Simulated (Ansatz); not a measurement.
AlBH₄S: phonon calculation

- system: AlBH₄S
- method: RKS CAM-B3LYP/STO-3G (Ansatz 0.2.0)

It belongs to a series of runs on one base structure; here: vibrations at the highest image of the band. Figures and captions count atoms from 1; the log counts them from 0 in places.

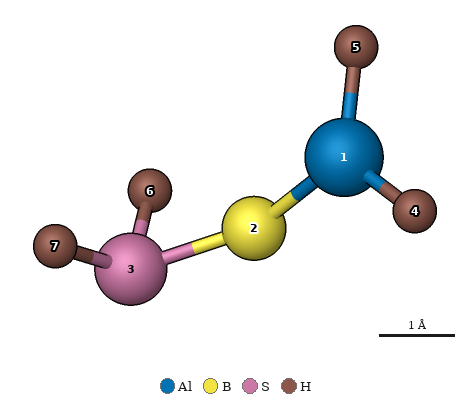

*The input geometry (ball-and-stick view, seen at a tilt; atoms are numbered from 1 in the order of the input). Sticks mark near contacts.*

Bond lengths as drawn: Al–B 1.91 Å, Al–H 1.50 Å, B–S 1.77 Å and H–S 1.40 to 1.52 Å.

## The input
```yaml
crystal:
  periodic: [false, false, false]
  atoms:
    - { symbol: Al, position_ang: [-1.513787, 0.146069, -0.399426] }
    - { symbol: B, position_ang: [0.051878, 0.038634, 0.687007] }
    - { symbol: S, position_ang: [1.750562, -0.446835, 0.851854] }
    - { symbol: H, position_ang: [-2.664765, -0.792651, -0.194771] }
    - { symbol: H, position_ang: [-1.694032, 1.31449, -1.323149] }
    - { symbol: H, position_ang: [1.735632, 0.944974, 0.708955] }
    - { symbol: H, position_ang: [2.334501, -1.20468, -0.330471] }
basis:
  gaussian: { orbitals: STO-3G }
hamiltonian:
  xc: cam_b3lyp
phonons: {}
```

Run on 1 thread of Intel Xeon (Granite Rapids), 10 GiB of memory available, shared host.

Launched with:
```bash
ansatz run input.yaml --threads 1 --pin off --max-ram 2048MiB --backend cpu --events-out ev --progress --plain --runs-dir out
```

## Log
```
Engine: ansatz 0.2.0, x86_64-unknown-linux-gnu
Functional definition: CAM-B3LYP
  parameter alpha = 0.19
  parameter beta = 0.46
  parameter omega = 0.33/bohr
  parameter ac = 0.81
  exchange = (1 - alpha - beta)*b88_x + beta*b88_x_sr(omega) + alpha*exact_x + beta*exact_x_lr(omega)
  correlation = (1 - ac)*vwn5_c + ac*lyp_c
343 factors; integrals over basis functions are off by at most 2.0e-5 eV
157 factors; integrals over basis functions are off by at most 6.4e-7 eV
mean field evaluation 1: about -17955.1631 eV, gradient 2.0e1 eV
mean field evaluation 2: about -17955.4212 eV, gradient 1.9e1 eV
mean field evaluation 4: about -17956.8084 eV, gradient 5.0e-1 eV
mean field evaluation 8: about -17956.7917 eV, gradient 3.7e-2 eV
mean field -17956.79175714 eV, -659.8999255244 hartree, gradient 7.5e-5 eV, S^2 0.000000; 0 other end points of the search recorded, 0 dependent functions left out
the calculation of the forces begins
reference -17956.79184488 eV, -659.8999287488 hartree; 19, 19 occupied and 8, 8 virtual orbitals, 343 factors
these checks for a lower state are left out or cut short: stability, starts, cluster_reference, orbital_swaps, neighbouring_geometries, increment
343 factors; integrals over basis functions are off by at most 2.0e-5 eV
157 factors; integrals over basis functions are off by at most 6.4e-7 eV
mean field evaluation 16: about -17956.8116 eV, gradient 8.7e-2 eV
mean field -17956.79167464 eV, -659.8999224925 hartree, gradient 1.8e-6 eV, S^2 0.000000; 0 other end points of the search recorded, 0 dependent functions left out
[... from here on the field's lines of each further geometry are left out, up to the last ...]
the calculation of the forces begins
reference -17956.79184323 eV, -659.8999286879 hartree; 19, 19 occupied and 8, 8 virtual orbitals, 343 factors
these checks for a lower state are left out or cut short: stability, starts, cluster_reference, orbital_swaps, neighbouring_geometries, increment
343 factors; integrals over basis functions are off by at most 2.0e-5 eV
157 factors; integrals over basis functions are off by at most 6.4e-7 eV
mean field -17956.79170998 eV, -659.8999237912 hartree, gradient 2.4e-6 eV, S^2 0.000000; 0 other end points of the search recorded, 0 dependent functions left out
the calculation of the forces begins
reference -17956.79179772 eV, -659.8999270156 hartree; 19, 19 occupied and 8, 8 virtual orbitals, 343 factors
WARN: phonons: modes at or below zero, which the zero-point energy, F, S and C_V leave out: 1, the lowest at -1559.61 cm⁻¹. A minimum has none, and a first-order saddle one
Total energy: -17956.79184488 eV, -659.8999287488 hartree
Atom 0 at    -1.513787     0.146069    -0.399426 Å, force     0.007964     0.008978     0.016850 eV/Å
Atom 1 at     0.051878     0.038634     0.687007 Å, force     0.011343    -0.016382    -0.031844 eV/Å
Atom 2 at     1.750562    -0.446835     0.851854 Å, force    -0.019708    -0.018267     0.006381 eV/Å
Atom 3 at    -2.664765    -0.792651    -0.194771 Å, force     0.002581    -0.000525     0.002859 eV/Å
Atom 4 at    -1.694032     1.314490    -1.323149 Å, force    -0.001401     0.000052     0.001238 eV/Å
Atom 5 at     1.735632     0.944974     0.708955 Å, force    -0.001780     0.020567    -0.004617 eV/Å
Atom 6 at     2.334501    -1.204680    -0.330471 Å, force     0.001000     0.005576     0.009133 eV/Å
Dipole moment:     0.726683    -0.060171     0.011703 e Å
Vibrations: -1559.61 122.05 203.97 383.20 489.34 584.26 659.47 823.11 885.69 970.73 1085.65 1817.63 2493.21 2527.89 2615.13 cm⁻¹, zero-point energy 0.970878 eV
```

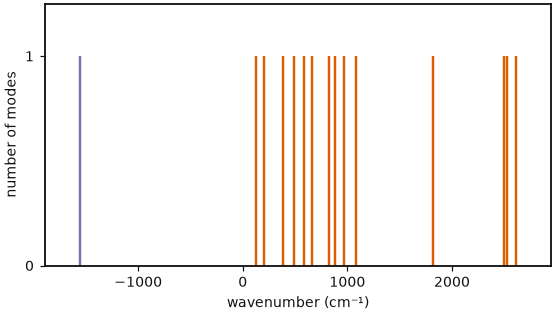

*Harmonic vibrational wavenumbers from the force constants; neighbouring modes closer than 19 cm⁻¹ are counted in one stick, and imaginary ones are drawn at negative wavenumbers.*

15 modes from 1560i to 2615 cm⁻¹, 1 imaginary beyond 8i (1560i cm⁻¹): a first-order saddle point, if the geometry is stationary.

## Summary

| quantity | value |
| --- | --- |
| outcome | converged |
| total energy | −17956.7918 eV |
| mean-field energy | −17956.7918 eV |
| largest force (length of the vector) | 0.038 eV/Å |
| wall time | 26 s |
| peak memory | 0.11 GiB |
